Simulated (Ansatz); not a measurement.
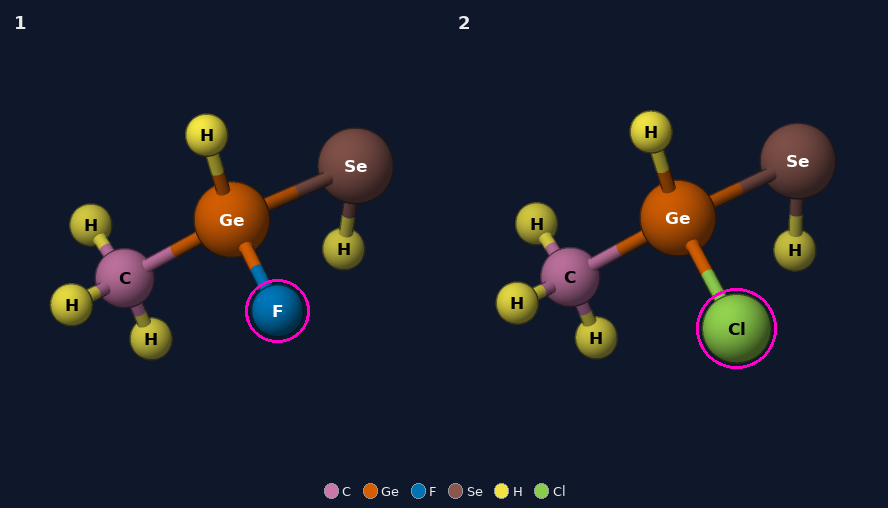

2 molecules with one skeleton, seen from the same side and at one scale; the atom that differs is circled. Each species is neutral and a spin singlet. Computed geometries: PBE0-D4/def2-TZVP optimisations, one conformation each. Properties computed with Ansatz 0.2.0.

One atom differs, called X below: F in panel 1, Cl in panel 2. Their formulas are CH5FGeSe (`[CH3][Ge@@H]([F])[SeH]`), CH5ClGeSe (`[CH3][Ge@@H]([Cl])[SeH]`).

In which is the length of X–Ge larger (PBE0-D4/def2-TZVP)?

Answer. In panel 2 (X = Cl).

In which is the dipole moment larger (B3LYP-D4/def2-TZVPP)?

Answer. In panel 1 (X = F).

Give the values. With PBE0-D4/def2-TZVP: length of X–Ge (Å), angle X–Ge–Se (°). With B3LYP-D4/def2-TZVPP: dipole moment (D), HOMO energy (Kohn–Sham orbital) (eV), HOMO–LUMO gap (eV).

```json
{"quantity": "length of X–Ge (Å)", "1 (F)": "1.746", "2 (Cl)": "2.166", "2 − 1": "+0.420"}
{"quantity": "angle X–Ge–Se (°)", "1 (F)": "108.8", "2 (Cl)": "110.3", "2 − 1": "+1.5"}
{"quantity": "dipole moment (D)", "1 (F)": "2.52", "2 (Cl)": "2.35", "2 − 1": "−0.17"}
{"quantity": "HOMO energy (Kohn–Sham orbital) (eV)", "1 (F)": "−7.06", "2 (Cl)": "−6.98", "2 − 1": "+0.08"}
{"quantity": "HOMO–LUMO gap (eV)", "1 (F)": "6.61", "2 (Cl)": "6.15", "2 − 1": "−0.46"}
```
